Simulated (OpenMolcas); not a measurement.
**C2H3BFN (SMILES FB1C=NC1) at 6 levels**

Wanted: a comparison of 6 runs (HF/STO-3G, B3LYP/6-31G*, B2PLYP/def2-SVP, BHLYP/def2-SVP, PBE0/def2-SVP, SVWN5/def2-SVP) of C2H3BFN. 

The results are computed with OpenMolcas 26.06.

1 further run of the same task is left out (set aside as unsound or not needed).

### Step 1. Starting point

C2H3BFN: 8 atoms, total charge 0, spin state singlet. SMILES: `FB1C=NC1`. Geometry: relaxed at PBE0-D4/def2-TZVP.

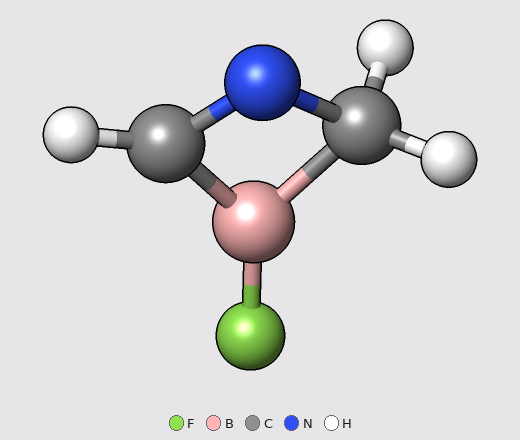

The structure, seen from a chosen angle (fluorine green, boron pink, carbon grey, nitrogen blue, hydrogen white).

### Step 2. Energy and forces at HF/STO-3G (run 1)

job.inp

```
* C2H3BFN Hartree-Fock
&GATEWAY
BASLIB=$CurrDir
COORD
8
angstrom
F        0.213200      -1.007300       1.918400
B       -0.024100      -0.304800       0.836200
C        0.319000       1.128500       0.345800
N        0.303900       0.728600      -0.881200
C       -0.301700      -0.640600      -0.682300
H        0.656500       2.120900       0.633900
H        0.257100      -1.432700      -1.186200
H       -1.331600      -0.649700      -1.040300
BASIS=STO-3G
GROUP=NoSym
&SEWARD
&SCF
THRESHOLDS=1e-10 1e-07 1e-07 1e-05
PRORBITALS=1
&ALASKA
```

The basis set STO-3G is read from a file made from the Basis Set Exchange's data (not shown).

Launch:

```sh
export MOLCAS_MEM=1860
pymolcas job.inp > job.log
```

The program printed:

```text
--- Start Module: gateway ---
[...]
--- Stop Module: gateway /rc=_RC_ALL_IS_WELL_ ---
[...]
      Basis functions           28
[...]
--- Start Module: scf ---
[...]
       Convergence after  15 Iterations
[...]
::    Total SCF energy                               -252.6998753062
[...]
      Total spin, S                                     0.0000000000
[...]
      Total electronic charge=   36.000000
      Total            charge=   -0.000000
[...]
      Dipole Moment (debye):
      Origin of the operator (angstrom)=    0.1102   -0.0900    0.3895
                   X= -5.7199E-01               Y= -5.5213E-01               Z=  1.0715E+00           Total=  1.3342E+00
      Quadrupole Moment (debye*angstrom):
[...]
 *              Molecular gradients               *
 **************************************************
  Irreducible representation: a
 ------------------------------------------------------------------------------------------
                              X                       Y                       Z
 ------------------------------------------------------------------------------------------
  F1                7.72821435756033E-03   -1.49141380751985E-02    2.36757324097123E-02
  B2               -9.23687982157206E-03    8.97389982170289E-03   -3.88463992226085E-02
  C3                6.61641499750099E-03    1.45984920178428E-02   -1.76102645890071E-02
  N4               -8.09284131955623E-03   -1.95981094538853E-02    4.22665427297773E-02
  C5                2.52044206726199E-03    8.29758907399736E-03   -2.39601261730504E-03
  H6                1.36232537564229E-04    3.46214881016360E-03   -2.85505850198486E-03
  H7                2.05992526718402E-03   -1.71040662859490E-03   -2.17313349874670E-03
  H8               -1.73150808595635E-03    8.90524433933837E-04   -2.06140670984323E-03
[...]
```

Wall time 3.3 s (1 thread of AMD EPYC 7R43 (Zen 3), shared host); peak memory 0.37 GiB.

### Step 3. Energy and gradient at B3LYP/6-31G(d) (Cartesian functions) (run 2)

calc.input

```
&GATEWAY
  BasLib
  $CurrDir
  Coord
  8
  angstrom
  F        0.213200      -1.007300       1.918400
  B       -0.024100      -0.304800       0.836200
  C        0.319000       1.128500       0.345800
  N        0.303900       0.728600      -0.881200
  C       -0.301700      -0.640600      -0.682300
  H        0.656500       2.120900       0.633900
  H        0.257100      -1.432700      -1.186200
  H       -1.331600      -0.649700      -1.040300
  Basis
  6-31Gs
  Group
  NoSym

&SEWARD
  GridInput
  Grid=UltraFine
  End of Grid

&SCF
  KSDFT
  B3LYP
  Thresholds
  1e-10 1e-07 1e-07 1e-05
  PrOrbitals
  1 2

&ALASKA
```

The basis set 6-31G* is read from a file made from the Basis Set Exchange's data (not shown).

Launch:

```sh
export MOLCAS_MEM=1860
pymolcas calc.input > calc.log
```

The program printed:

```text
--- Start Module: gateway ---
[...]
--- Stop Module: gateway /rc=_RC_ALL_IS_WELL_ ---
[...]
      Basis functions           81
[...]
--- Start Module: scf ---
[...]
       Convergence after  16 Iterations
[...]
::    Total KS-DFT energy                            -257.4552059038
[...]
      Total spin, S                                     0.0000000000
[...]
      Total electronic charge=   36.000000
      Total            charge=   -0.000000
[...]
      Dipole Moment (debye):
      Origin of the operator (angstrom)=    0.1102   -0.0900    0.3895
                   X= -5.6409E-01               Y= -1.4881E-01               Z=  6.2157E-01           Total=  8.5246E-01
      Quadrupole Moment (debye*angstrom):
[...]
 *              Molecular gradients               *
 **************************************************
  Irreducible representation: a
 ------------------------------------------------------------------------------------------
                              X                       Y                       Z
 ------------------------------------------------------------------------------------------
  F1               -1.68917141136893E-03    4.29155421425342E-03   -6.44465863820365E-03
  B2                1.89156496404097E-03   -2.81107355119076E-03   -9.17680543359389E-04
  C3                4.37603565179412E-04   -1.27572960186306E-03   -1.01190936686821E-02
  N4               -3.45802429343456E-03   -4.60226193996860E-03    1.58000780550989E-02
  C5                2.32432144585770E-03    4.61068956816479E-03   -7.47753084400671E-04
  H6               -5.33143587544860E-04   -1.89494045561078E-03   -4.92068959325520E-04
  H7               -9.78064778290877E-04    1.43238979694793E-03    1.54586496846920E-03
  H8                2.00491409555426E-03    2.49371969294837E-04    1.37531187040030E-03
[...]
```

It took 41 s on 1 thread of AMD EPYC 7R43 (Zen 3), shared host; peak memory 0.45 GiB.

Runs 3 to 5 aren't shown in full; the table further down has their settings and results.

### Step 4. Energy and gradient at SVWN5/def2-SVP (run 6)

run.input

```
&GATEWAY
  BasLib
  $CurrDir
  Coord
  8
  angstrom
  F        0.213200      -1.007300       1.918400
  B       -0.024100      -0.304800       0.836200
  C        0.319000       1.128500       0.345800
  N        0.303900       0.728600      -0.881200
  C       -0.301700      -0.640600      -0.682300
  H        0.656500       2.120900       0.633900
  H        0.257100      -1.432700      -1.186200
  H       -1.331600      -0.649700      -1.040300
  Basis
  def2-SVP
  Group
  NoSym

&SEWARD
  GridInput
  Grid=UltraFine
  End of Grid

&SCF
  KSDFT
  SVWN5
  Thresholds
  1e-10 1e-07 1e-07 1e-05
  PrOrbitals
  1 1

&ALASKA
```

The basis set def2-SVP is read from a file made from the Basis Set Exchange's data (not shown).

Launch:

```sh
export MOLCAS_MEM=1860
pymolcas run.input > run.log
```

The program printed:

```text
--- Start Module: gateway ---
[...]
--- Stop Module: gateway /rc=_RC_ALL_IS_WELL_ ---
[...]
      Basis functions           85
[...]
--- Start Module: scf ---
[...]
       Convergence after  18 Iterations
[...]
::    Total KS-DFT energy                            -255.1963280197
[...]
      Total spin, S                                     0.0000000000
[...]
      Total electronic charge=   36.000000
      Total            charge=   -0.000000
[...]
      Dipole Moment (debye):
      Origin of the operator (angstrom)=    0.1102   -0.0900    0.3895
                   X= -5.0489E-01               Y= -1.0071E-01               Z=  3.4379E-01           Total=  6.1907E-01
      Quadrupole Moment (debye*angstrom):
[...]
 *              Molecular gradients               *
 **************************************************
  Irreducible representation: a
 ------------------------------------------------------------------------------------------
                              X                       Y                       Z
 ------------------------------------------------------------------------------------------
  F1               -1.16138369419216E-03   -9.27679929318970E-06    1.73770727504419E-03
  B2                2.01775193500264E-03   -5.32236410687337E-04   -4.64575975957088E-04
  C3                3.69443497640454E-03    7.39556187657531E-03   -5.85527771574412E-03
  N4                1.46285505256794E-03    9.34907964699150E-03    6.40916891878440E-03
  C5               -7.88336633623965E-03   -1.27146506879425E-02   -8.30450052015275E-03
  H6               -4.29667630759467E-03   -1.33582497405547E-02   -3.75347185169406E-03
  H7               -5.87987155681069E-03    9.56117285909697E-03    6.08453752635141E-03
  H8                1.20462559308550E-02    3.08599255853192E-04    4.14641234321622E-03
[...]
```

Run time: 33 s. Hardware: 1 thread of AMD EPYC 7R43 (Zen 3), shared host; peak memory 0.47 GiB.

### Step 5. Overview of the runs

| run | level | Cartesian functions | integration grid | energy (Eh) | dipole moment (D) | HOMO energy (eV) | LUMO energy (eV) | wall time |
| --- | --- | --- | --- | --- | --- | --- | --- | --- |
| 1 | HF/STO-3G | no | – | -252.699875 | 1.33 | -8.67 | 6.21 | 3.3 s |
| 2 | B3LYP/6-31G* (Cartesian functions) | yes | UltraFine | -257.455206 | 0.85 | -7.02 | -1.58 | 41 s |
| 3 | B2PLYP/def2-SVP | no | UltraFine | -257.018421 | 0.84 | -8.83 | -0.06 | 35 s |
| 4 | BHLYP/def2-SVP | no | UltraFine | -257.129194 | 0.83 | -8.88 | -0.42 | 43 s |
| 5 | PBE0/def2-SVP | no | UltraFine | -256.976748 | 0.74 | -7.49 | -1.66 | 46 s |
| 6 | SVWN5/def2-SVP | no | UltraFine | -255.196328 | 0.62 | -6.07 | -2.98 | 33 s |

### Step 6. Results

| quantity | value |
| --- | --- |
| run 6: total energy | -255.19633 Eh |
| run 6: dipole moment | 0.62 D |
| run 6: HOMO energy | -6.07 eV |
| run 6: LUMO energy | -2.98 eV |
| run 6: HOMO–LUMO gap | 3.08 eV |
| run 6: largest force on an atom | 0.880 eV/Å |

**Reading.** The dipole moment (its size) runs from 0.62 D (SVWN5/def2-SVP) to 1.33 D (HF/STO-3G). The two ends differ in method and basis. The HOMO–LUMO gap runs from 3.08 eV (SVWN5/def2-SVP) to 14.88 eV (HF/STO-3G). For B2PLYP the log adds the whole second-order term; the table takes 0.27 of it, as the functional is defined. Totals of different functionals can't be ranked against each other. In run 1 the basis is minimal, so the values are rough. All runs together took 3.3 min, the longest 46 s.
